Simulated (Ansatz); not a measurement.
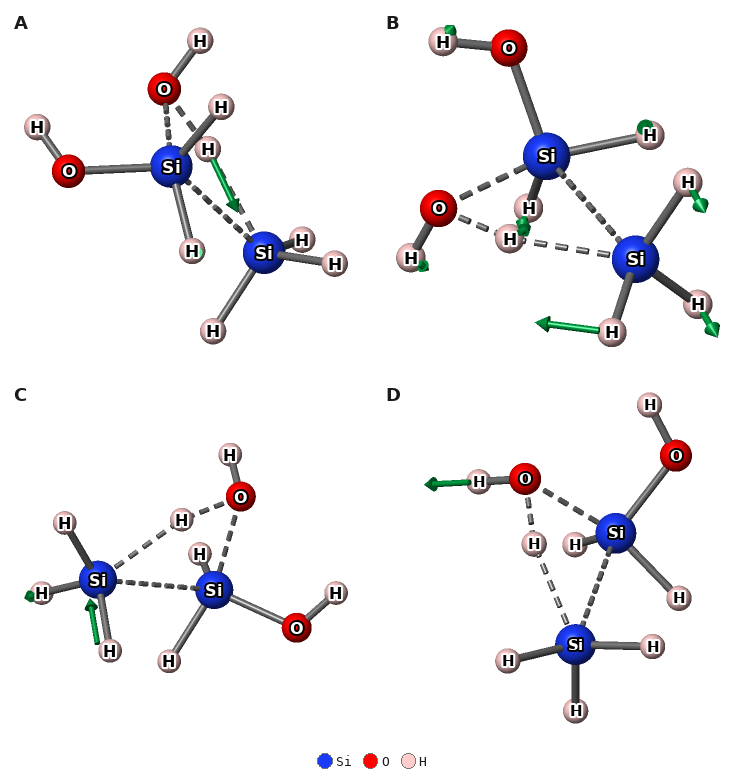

4 normal modes of one molecule or complex, as arrows. Broken sticks mark bonds that form or break. Harmonic vibrations computed with RKS PBE0-D4/def2-TZVP (Ansatz 0.2.0) at a stationary point of the same level. It is a saddle point of order 1.

Match the panels to the wavenumbers 1299i cm⁻¹, 431 cm⁻¹, 2232 cm⁻¹, 3812 cm⁻¹.

Answer. A: 1299i cm⁻¹
B: 431 cm⁻¹
C: 2232 cm⁻¹
D: 3812 cm⁻¹
